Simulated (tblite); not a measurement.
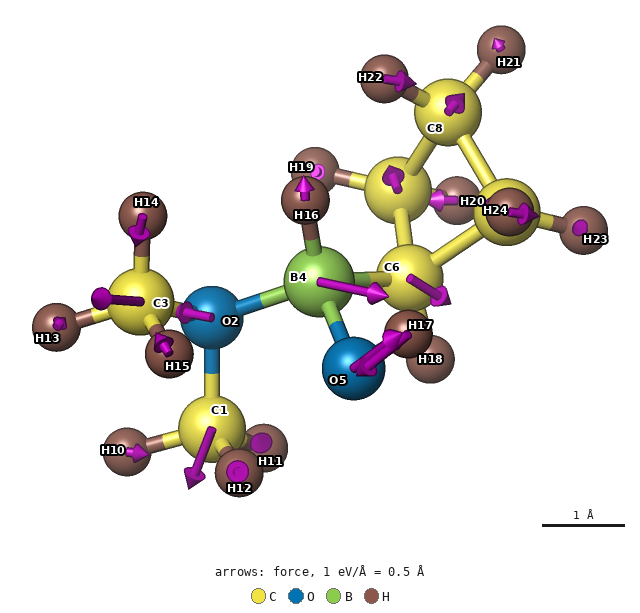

Starting geometry of C6H15BO2 with the computed forces as purple arrows. Style: ball-and-stick. Shown from a free direction.

Level of theory: tblite 0.8.0, GFN2-xTB geometry optimisation, gas phase. 

**Is this structure relaxed? If not, where do the atoms go?**

It isn't relaxed: the largest force vector, on a C atom, is 2.59 eV/Å. The final displacements follow the starting forces only in part (cosine between the two patterns 0.37). The atom that moves furthest after the best rigid fit is an H atom (1.24 Å). Largest moves by element: H 1.24 Å, B 0.91 Å, C 0.59 Å, O 0.47 Å. Near-neighbour distances that change, for instance: B–O 1.484 → 2.721 Å, B–C 2.273 → 3.304 Å, B–C 2.374 → 3.343 Å, B–O 1.497 → 1.337 Å. Bonds break: B–O (1.48 → 2.72 Å). Among the angles between lasting bonds that change: O–B–C 106.1° → 122.4°, B–O–H 106.4° → 115.8°, H–C–H 115.9° → 108.8°. Groups turn about C–C by about 20°. The energy falls by 31.6 kcal/mol in 169 geometry steps.
